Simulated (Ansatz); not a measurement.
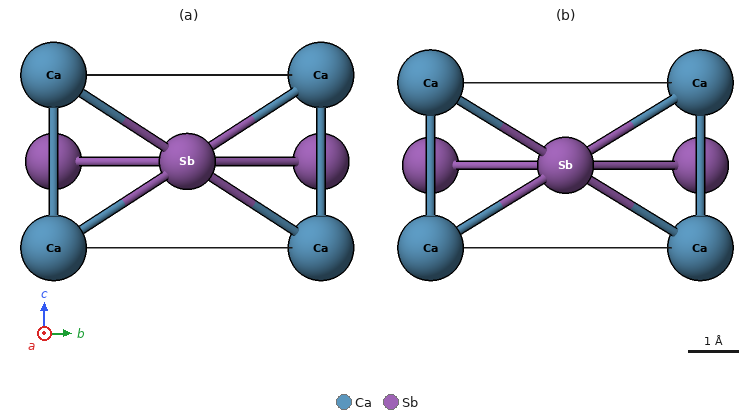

The structure of solid CaSb3 (a generated structure, set up in P6/mmm) (coarse preliminary run) before (left) and after (right) a relaxation, at one scale.

Style: ball-and-stick. Shown: the cell of the calculation, along the a axis.

Computed with DFT PBE, scalar-relativistic, plane waves, PAW (Ansatz).

The input:
```yaml
crystal:
  lattice:
    - [6.2512632546, 0.0, 0.0]
    - [-3.1256316273, 5.4137527843, 0.0]
    - [0.0, 0.0, 3.4994728456]
  atoms:
    - { symbol: Ca, position: [0.0, 0.0, 0.0] }
    - { symbol: Sb, position: [0.5, 0.0, 0.5] }
    - { symbol: Sb, position: [0.0, 0.5, 0.5] }
    - { symbol: Sb, position: [0.5, 0.5, 0.5] }
basis:
  ecutwfc: 420
kpoints:
  mp_grid: { grid: [3, 3, 6] }
hamiltonian:
  xc: pbe
scf:
  occupations: { method: gaussian, width: 0.1 }
  lower_state_search: "off"
output:
  forces: true
  stress: true
  eigenvalues: true
relax:
  adjacent_minimum: "off"
  f_tol: 0.04
  max_steps: 70
  cell: { stress_tol: 0.4 }
```

Command:
```bash
ansatz run input.yaml --threads 1 --pin off --max-ram 2048MiB --backend cpu --events-out ev --progress --plain --runs-dir out
```

Question: What changed between the two?

Answer: The atoms keep their places relative to the cell (all moves are under 0.005 Å). The drawn cell changes as follows: a = b 6.251 → 6.308 Å (+0.9 %), c 3.499 → 3.344 Å (−4.4 %); the volume changes by −2.7 %. Among the contacts that change: Ca1–Ca1 3.499 → 3.344 Å, Sb2–Sb3 3.126 → 3.154 Å, Ca1–Sb2 3.582 → 3.570 Å. The space group stays P6/mmm (No. 191). The energy falls by 13.7 meV per atom in 2 accepted moves (4 points after the start). All forces vanish by symmetry, so only the cell relaxes. The pressure goes from −0.68 to −0.06 GPa. The line search rejected the trial step at point 2 of the run. The SCF was repeated once at an unchanged geometry on a basis and grid sized afresh for the cell, which shifted the energy by 0.1 meV per atom at most.
